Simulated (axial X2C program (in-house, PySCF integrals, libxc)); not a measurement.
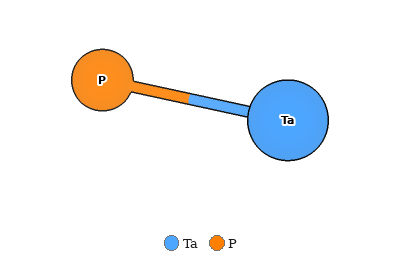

**Figure 1.** The molecule at the reference distance of 2.144 Å.

## Relativistic diatomic calculation, with input and output: TaP⁻

- system: TaP⁻. The reference is closed-shell TaP; the roots are the vertical energy changes on adding an electron to it, which gives states of TaP⁻. The distance is the PBE0 minimum at charge 0.
- method: EOM-EA-CCSD, two-component X2C with atomic mean-field Coulomb and Gaunt terms, Ta dyall-acv3z, P dyall-av3z (cores contracted) (axial X2C program (in-house, PySCF integrals, libxc))

**The program's output**
```
two-component X2C + atomic mean field  HF
basis functions 256  fitting functions 1289  grid points 5082
iter        total energy     max residual
   1     -15939.845583900     5.73e-01
   2     -15939.892610790     2.09e-02
   3     -15939.893298558     2.18e-02
   4     -15939.897077984     1.66e-03
   5     -15939.897191602     1.12e-03
   6     -15939.897258554     5.87e-04
   7     -15939.897292178     2.80e-04
   8     -15939.897301647     2.02e-04
   9     -15939.897307258     1.43e-04
  10     -15939.897311365     5.99e-05
  11     -15939.897312307     9.39e-06
  12     -15939.897312368     5.63e-06
  13     -15939.897312385     4.59e-06
  14     -15939.897312396     2.84e-06
  15     -15939.897312400     1.35e-06
  16     -15939.897312402     1.04e-06
converged
one-electron -22409.57334437  Coulomb 6550.99736081  exact exchange -338.19192929  xc functional 0.00000000  nuclear repulsion 270.26541323  atomic mean-field constant -13.39481278
correlated 18  virtual 336  natural virtual 84  E(MP2) -0.581811455  MP2 remainder -0.136386904
iter   CCSD correlation   residual
   1     -0.387700919   3.53e-01
   2     -0.415103737   2.16e-01
   3     -0.420377474   6.21e-02
   4     -0.422009626   3.12e-02
   5     -0.422202852   1.34e-02
   6     -0.422319826   6.35e-03
   7     -0.422304481   3.60e-03
   8     -0.422306315   2.15e-03
   9     -0.422347032   1.39e-03
  10     -0.422318378   8.99e-04
  11     -0.422341206   5.25e-04
  12     -0.422329593   2.77e-04
  13     -0.422334939   1.40e-04
  14     -0.422331942   7.95e-05
  15     -0.422332576   4.64e-05
  16     -0.422332173   2.42e-05
  17     -0.422332213   1.44e-05
  18     -0.422332170   9.03e-06
  19     -0.422332229   5.96e-06
  20     -0.422332161   3.88e-06
  21     -0.422332222   2.58e-06
  22     -0.422332144   1.70e-06
  23     -0.422332178   1.25e-06
  24     -0.422332168   8.33e-07
(T) -0.028775762383589303  T1 0.0471  D1 0.0843  max T2 0.096
EOM-EA-CCSD roots
2*Omega      energy/Eh   energy/eV  one-particle weight
    1      -0.02870839     -0.7812      0.918
    1      -0.01141081     -0.3105      0.947
    1       0.01301433      0.3541      0.992
    1       0.01522926      0.4144      0.991
    1       0.02161291      0.5881      0.987
    3      -0.04009903     -1.0912      0.874
    3      -0.01639770     -0.4462      0.918
    3       0.01584572      0.4312      0.989
    3       0.05770395      1.5702      0.961
    5      -0.02025411     -0.5511      0.878
    5       0.06625559      1.8029      0.000
    7       0.07273197      1.9791      0.000
```

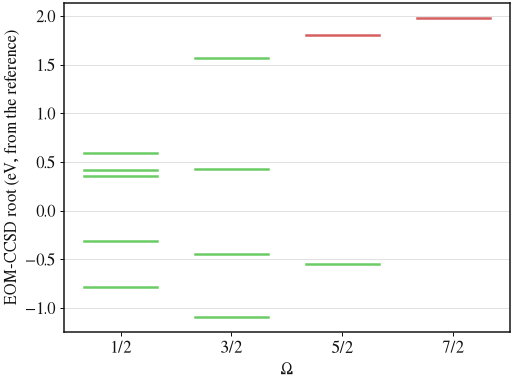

**Figure 2.** EOM-CCSD roots by Ω at 2.14 Å; roots whose one-particle weight is under 0.8 have the second colour. The lowest has Ω = 3/2 and lies at −1.091 eV, with one-particle weight 0.87. 2 of the 12 roots are less well described at this level.

**Input**
```
{"zs": [73, 15], "q": -1, "bas": ["dyall-acv3z", "dyall-av3z"], "r0": 2.28, "eom": "ea", "thr": -2.0, "nmax": 92, "grid": [1, 0.96, 1.045, 0.92, 1.09, 1.15], "rq": 0}
```

The line is the task of a batch: nuclear charges, charge, bases, a first guess of the distance and further settings. This report covers the levels named above. The log is that of the reference distance 2.144 Å.

Launched within a batch (the task file carries these settings):
```bash
python <driver script> task.json out
```

**Summary**

```tsv
quantity	value
outcome	converged
HF energy of the reference TaP	−15939.89731 hartree
MP2 energy of the reference TaP	−15940.47912 hartree
CCSD energy of the reference TaP (with the MP2 share of the virtual spinors left out of the coupled-cluster step)	−15940.45603 hartree
CCSD(T) energy of the reference TaP	−15940.48481 hartree
T1 diagnostic (spinor form; for a closed shell √2 times the usual value)	0.047
hardware	1 thread of Arm Neoverse N1, 16 GiB of memory available, shared host
wall time	61 s
peak memory	1.1 GiB
```
